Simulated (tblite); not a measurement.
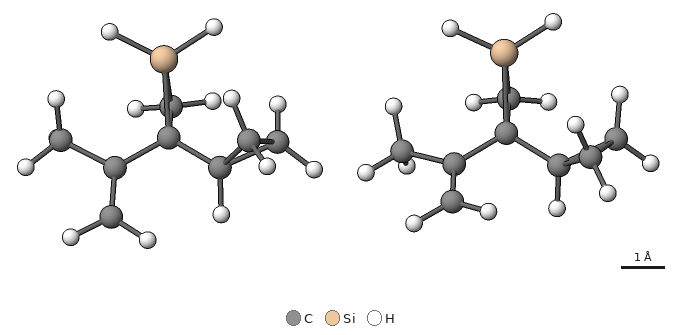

Two geometries of C$_{8}$H$_{14}$Si, drawn at one scale. One is the start of a relaxation, the other its converged end. A ball-and-stick model, seen at a tilt.

These are results of GFN2-xTB geometry optimisation, gas phase in tblite 0.8.0, not measurements. 

Which of the two is the end point?

Answer. The right one is the relaxed one. Over 148 geometry steps the energy falls by 64.9 kJ/mol. An H atom moves most after the best rigid fit: 0.97 Å. Largest moves by element: H 0.97 Å, C 0.59 Å, Si 0.16 Å. Among the contacts that change: C–Si 1.873 → 1.917 Å, C–H 1.129 → 1.087 Å, C–C 1.518 → 1.542 Å, C–C 1.522 → 1.497 Å. Among the angles between lasting bonds that change: Si–C–H 111.6° → 119.0°, C–C–C 115.2° → 122.0°, H–C–H 113.8° → 108.1°. Groups turn about C–C by about 25°.
